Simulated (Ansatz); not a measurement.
## Si₂H₄F₂: geometry relaxation (part 2 of 2)

Si₂H₄F₂; RKS PBE0-D4/def2-TZVP (Ansatz 0.2.0). 

Geometry of the input (Å):
```
Si -0.7490  0.7369  -1.2068
Si 0.9892  -0.8062  -1.5303
F  -1.7598  0.6446  -2.4385
F  -1.6328  0.2952  0.0704
H  -0.4157  2.1646  -1.0326
H  1.0932  -1.7045  -0.3529
H  0.6702  -1.6222  -2.7334
H  2.2689  -0.0895  -1.7512
```

Trajectory as extended XYZ, continued
```
8
Properties=species:S:1:pos:R:3:forces:R:3 step=5 energy=-21248.61880
Si   -0.7778    0.7186   -1.2051    0.0278  -0.0192  -0.0227
Si    0.9718   -0.8149   -1.5381   -0.0139   0.0029   0.0006
F    -1.7054    0.7608   -2.4993    0.0082   0.0158  -0.0193
F    -1.6950    0.2334    0.0022   -0.0223  -0.0140   0.0337
H    -0.3653    2.1109   -0.9137   -0.0048   0.0125   0.0092
H     1.1856   -1.6031   -0.2963    0.0062   0.0100  -0.0090
H     0.6371   -1.7248   -2.6643    0.0037  -0.0013   0.0175
H     2.2132   -0.0621   -1.8607   -0.0049  -0.0067  -0.0099
8
Properties=species:S:1:pos:R:3:forces:R:3 step=6 energy=-21248.61300 accepted=F
Si   -0.7781    0.7137   -1.1982   -0.4134   0.0768  -0.1466
Si    0.9695   -0.8167   -1.5344    0.1686  -0.1723  -0.0757
F    -1.5949    0.9040   -2.5734    0.2765  -0.0807   0.5219
F    -1.8015    0.1399   -0.1030    0.2319   0.1423  -0.3252
H    -0.3657    2.0728   -0.7450   -0.0634  -0.1543  -0.0432
H     1.3102   -1.4855   -0.2322   -0.0472   0.1535  -0.2633
H     0.5588   -1.8513   -2.5453    0.0934   0.2169   0.2235
H     2.1658   -0.0580   -2.0438   -0.2462  -0.1822   0.1085
8
Properties=species:S:1:pos:R:3:forces:R:3 step=7 energy=-21248.62471
Si   -0.7749    0.7189   -1.2002   -0.0363  -0.0114   0.0021
Si    0.9679   -0.8148   -1.5392    0.0363  -0.0047   0.0110
F    -1.6429    0.8284   -2.5320    0.0005   0.0204   0.0012
F    -1.7452    0.1827   -0.0548    0.0130   0.0101  -0.0260
H    -0.3712    2.0956   -0.8262    0.0003  -0.0228   0.0075
H     1.2443   -1.5358   -0.2693    0.0089   0.0093  -0.0055
H     0.5994   -1.7872   -2.6008   -0.0122   0.0094   0.0183
H     2.1867   -0.0689   -1.9529   -0.0105  -0.0102  -0.0084
8
Properties=species:S:1:pos:R:3:forces:R:3 step=8 energy=-21248.62916
Si   -0.7787    0.7140   -1.2008   -0.1012   0.0683  -0.0187
Si    0.9685   -0.8132   -1.5350    0.0739  -0.0657  -0.0207
F    -1.5921    0.9019   -2.5640    0.0893  -0.0217   0.1737
F    -1.7971    0.1349   -0.1156    0.0646   0.0505  -0.1198
H    -0.3676    2.0679   -0.7439   -0.0468  -0.0822  -0.0203
H     1.3125   -1.4717   -0.2418   -0.0235   0.0519  -0.0845
H     0.5553   -1.8393   -2.5339    0.0313   0.0493   0.0706
H     2.1635   -0.0756   -2.0403   -0.0876  -0.0504   0.0197
8
Properties=species:S:1:pos:R:3:forces:R:3 step=9 energy=-21248.63115
Si   -0.7729    0.7179   -1.1935   -0.2393   0.0076  -0.0682
Si    0.9655   -0.8163   -1.5388    0.1187  -0.0683  -0.0033
F    -1.5348    0.9588   -2.5813    0.1027  -0.0243   0.2467
F    -1.8336    0.0982   -0.1680    0.1406   0.1051  -0.1768
H    -0.3839    2.0558   -0.6708   -0.0229  -0.1171  -0.0296
H     1.3543   -1.4146   -0.2261   -0.0143   0.0635  -0.1297
H     0.5358   -1.8958   -2.4779    0.0226   0.1201   0.1053
H     2.1336   -0.0851   -2.1189   -0.1081  -0.0866   0.0556
8
Properties=species:S:1:pos:R:3:forces:R:3 step=10 energy=-21248.63570
Si   -0.7776    0.7115   -1.1969   -0.2051   0.0688  -0.0104
Si    0.9717   -0.8120   -1.5325    0.0472  -0.0711  -0.0379
F    -1.5095    1.0017   -2.5904    0.1117  -0.0658   0.2264
F    -1.8673    0.0774   -0.2114    0.1584   0.0835  -0.1793
H    -0.3859    2.0279   -0.6296   -0.0309  -0.0703  -0.0196
H     1.4041   -1.3772   -0.2222   -0.0348   0.0435  -0.0779
H     0.5045   -1.9068   -2.4297    0.0453   0.0525   0.0655
H     2.1242   -0.1036   -2.1626   -0.0919  -0.0410   0.0332
8
Properties=species:S:1:pos:R:3:forces:R:3 step=11 energy=-21248.64146
Si   -0.7746    0.7139   -1.1947    0.0037   0.0003   0.0044
Si    0.9693   -0.8130   -1.5350   -0.0070   0.0070   0.0016
F    -1.4695    1.0427   -2.5902    0.0024   0.0095  -0.0058
F    -1.8874    0.0536   -0.2652   -0.0029  -0.0011  -0.0005
H    -0.3941    2.0065   -0.5773   -0.0039  -0.0072   0.0025
H     1.4334   -1.3273   -0.2202    0.0057   0.0033  -0.0003
H     0.4933   -1.9394   -2.3779    0.0022  -0.0086   0.0032
H     2.0937   -0.1181   -2.2149   -0.0002  -0.0032  -0.0051
8
Properties=species:S:1:pos:R:3:forces:R:3 step=12 energy=-21248.63990 accepted=F
Si   -0.7777    0.7146   -1.1919   -0.1282   0.0608  -0.0771
Si    0.9560   -0.8068   -1.5380    0.2342  -0.2109  -0.0375
F    -1.4391    1.0937   -2.5928    0.0209  -0.0188   0.0489
F    -1.9148    0.0390   -0.3043    0.0003  -0.0125  -0.0063
H    -0.4030    1.9836   -0.5307    0.0281   0.0285   0.0273
H     1.4666   -1.2827   -0.2218   -0.0425   0.0409  -0.0249
H     0.5011   -1.9821   -2.3336   -0.0377   0.0923   0.0458
H     2.0751   -0.1403   -2.2623   -0.0751   0.0197   0.0239
8
Properties=species:S:1:pos:R:3:forces:R:3 step=13 energy=-21248.64235
Si   -0.7745    0.7128   -1.1946   -0.0132   0.0044  -0.0080
Si    0.9679   -0.8133   -1.5355    0.0109  -0.0109  -0.0031
F    -1.4525    1.0662   -2.5928    0.0063   0.0035   0.0041
F    -1.9001    0.0434   -0.2874   -0.0044  -0.0023  -0.0004
H    -0.3959    1.9937   -0.5537   -0.0001   0.0031   0.0064
H     1.4501   -1.3041   -0.2174    0.0020   0.0055  -0.0115
H     0.4878   -1.9567   -2.3545    0.0063   0.0073   0.0114
H     2.0813   -0.1231   -2.2395   -0.0078  -0.0105   0.0010
8
Properties=species:S:1:pos:R:3:forces:R:3 step=14 energy=-21248.64307
Si   -0.7758    0.7124   -1.1925   -0.0910   0.0148  -0.0262
Si    0.9665   -0.8124   -1.5354    0.0590  -0.0607  -0.0110
F    -1.3939    1.1403   -2.6005    0.0367  -0.0213   0.0916
F    -1.9447    0.0086   -0.3647    0.0664   0.0465  -0.0458
H    -0.4104    1.9575   -0.4726   -0.0202  -0.0308  -0.0192
H     1.5124   -1.2311   -0.2135   -0.0248   0.0191  -0.0597
H     0.4654   -2.0053   -2.2729    0.0218   0.0588   0.0364
H     2.0446   -0.1511   -2.3231   -0.0478  -0.0264   0.0339
8
Properties=species:S:1:pos:R:3:forces:R:3 step=15 energy=-21248.64372
Si   -0.7756    0.7126   -1.1932   -0.0171   0.0044   0.0012
Si    0.9672   -0.8128   -1.5355    0.0213  -0.0225  -0.0021
F    -1.4018    1.1312   -2.5975    0.0077   0.0017   0.0044
F    -1.9381    0.0141   -0.3564    0.0081   0.0037  -0.0008
H    -0.4102    1.9614   -0.4833   -0.0041  -0.0052  -0.0032
H     1.5048   -1.2405   -0.2163   -0.0072   0.0068  -0.0131
H     0.4692   -1.9979   -2.2817    0.0027   0.0150   0.0085
H     2.0486   -0.1494   -2.3114   -0.0114  -0.0040   0.0051
8
Properties=species:S:1:pos:R:3:forces:R:3 step=16 energy=-21248.64370 accepted=F
Si   -0.7754    0.7113   -1.1920    0.0304   0.0068  -0.0022
Si    0.9696   -0.8143   -1.5362   -0.0305   0.0267   0.0121
F    -1.3935    1.1347   -2.5977   -0.0110   0.0044  -0.0138
F    -1.9406    0.0120   -0.3610   -0.0101  -0.0095   0.0063
H    -0.4138    1.9587   -0.4779    0.0001  -0.0056   0.0005
H     1.5076   -1.2337   -0.2163    0.0112  -0.0098   0.0027
H     0.4650   -1.9987   -2.2760    0.0043  -0.0109  -0.0032
H     2.0453   -0.1511   -2.3182    0.0055  -0.0021  -0.0026
8
Properties=species:S:1:pos:R:3:forces:R:3 step=17 energy=-21248.64377
Si   -0.7756    0.7125   -1.1930   -0.0053   0.0011   0.0002
Si    0.9677   -0.8132   -1.5353    0.0064  -0.0068  -0.0007
F    -1.3982    1.1338   -2.5979    0.0027   0.0009   0.0015
F    -1.9392    0.0128   -0.3591    0.0023   0.0011  -0.0004
H    -0.4121    1.9600   -0.4805   -0.0015  -0.0015  -0.0006
H     1.5073   -1.2378   -0.2167   -0.0019   0.0022  -0.0037
H     0.4677   -1.9986   -2.2782    0.0007   0.0042   0.0028
H     2.0465   -0.1506   -2.3147   -0.0034  -0.0013   0.0010
8
Properties=species:S:1:pos:R:3:forces:R:3 step=18 energy=-21248.64379
Si   -0.7756    0.7123   -1.1926   -0.0005   0.0009  -0.0008
Si    0.9680   -0.8135   -1.5353   -0.0005   0.0013   0.0005
F    -1.3921    1.1400   -2.5983   -0.0002  -0.0008   0.0010
F    -1.9424    0.0101   -0.3655   -0.0002  -0.0002  -0.0011
H    -0.4147    1.9569   -0.4739    0.0009  -0.0005   0.0003
H     1.5127   -1.2318   -0.2171    0.0006  -0.0002   0.0005
H     0.4656   -2.0020   -2.2709   -0.0004  -0.0003  -0.0001
H     2.0427   -0.1532   -2.3217    0.0002  -0.0002  -0.0004
```

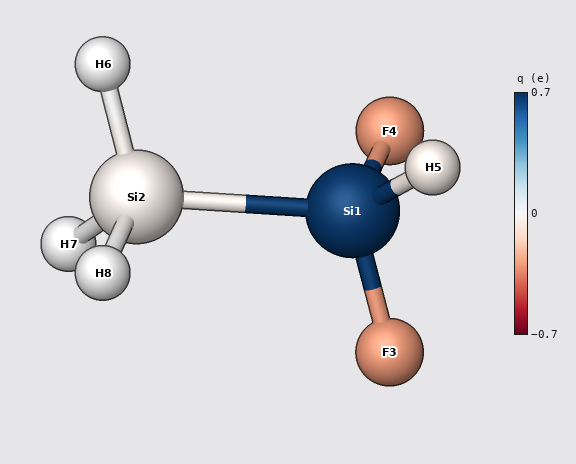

Fig. 1: Mulliken charges, as the colour of each atom (ball-and-stick view, seen at a tilt; atoms are numbered from 1 in the order of the input; Mulliken charges depend strongly on the basis). By element: Si −0.03 to +0.67, F −0.30 and H −0.04 to +0.01 e.

Key numbers

| quantity | value |
| --- | --- |
| outcome | converged |
| total energy | −21248.6438 eV |
| mean-field energy | −21248.5163 eV |
| dispersion energy | −0.1275 eV |
| SCF solution under orbital rotations | stable |
| largest force (length of the vector) at the end | 0.001 eV/Å |
| dipole moment | 1.67 D |
| hardware | 4 CPU threads, shared host |
| wall time | 13 s (CPU time 19 s) |
| peak memory | 0.82 GiB |
